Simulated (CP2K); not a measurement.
Consider nitric acid at its PBE geometry (Å).

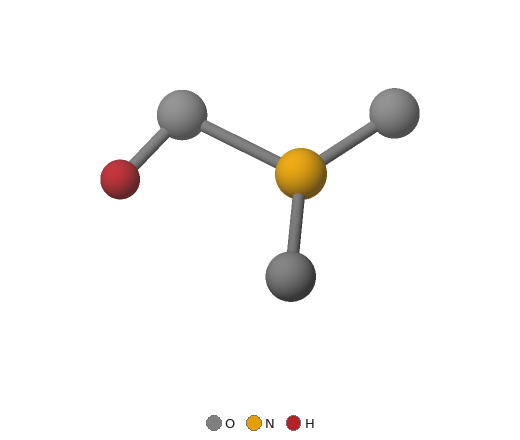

The molecule (oxygen grey, nitrogen orange, hydrogen red).

```xyz
5

O     0.7111   -0.7671   -0.1244
N    -0.4470    0.0898    0.0496
O    -1.5029   -0.4956    0.0614
O    -0.2016    1.2815    0.1552
H     1.4404   -0.1086   -0.1418
```

Method: CP2K XAS_TDP, all-electron GAPW, PBEh(45%), aug-cc-pVTZ, TDA, no relativity.

Predict the bright core excitations at the N K edge.

Leading lines: N2 399.77 eV. The leading line of an atom is its first one with 35 % of the strongest within 2.5 eV of its lowest line over the strength cut. 

The first six lines of each atom with a strength over 0.0015:

| atom | energy (eV) | states | strength, one atom |
| --- | --- | --- | --- |
| N2 (bonded to 3 O) | 399.77 | 1 | 0.0759 |
|  | 403.53 | 1 | 0.0611 |
|  | 407.09 | 1 | 0.0053 |
|  | 408.41 | 1 | 0.0071 |
|  | 409.32 | 1 | 0.0029 |
|  | 409.76 | 2 | 0.0185 |

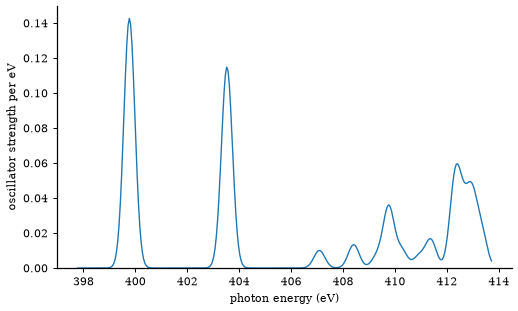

All atoms added, broadened by 0.5 eV.

Lines are vertical, at one geometry, with no vibrational structure. Without a correction of the core level, line positions, and the gaps between valence and Rydberg lines, follow the share of exact exchange. At this level such K lines come out 3 to 6 eV under measured ones. These values hold no scalar relativity, about 0.2 eV for N 1s. Rydberg lines, and the discretised continuum above threshold, depend on the basis and the box.

[Banner, clock and machine lines of the logs are left out without a mark of their own.]

[Logs are printed without paths, hosts, clocks, repeated set-up lines and the standing remarks that a program may print on its own settings, such as how far it seeks lower states.]

[Hosts, paths, dates, database ids (printed as entryN), source tags and the programs' standing remarks are cut or masked in the printed files.]
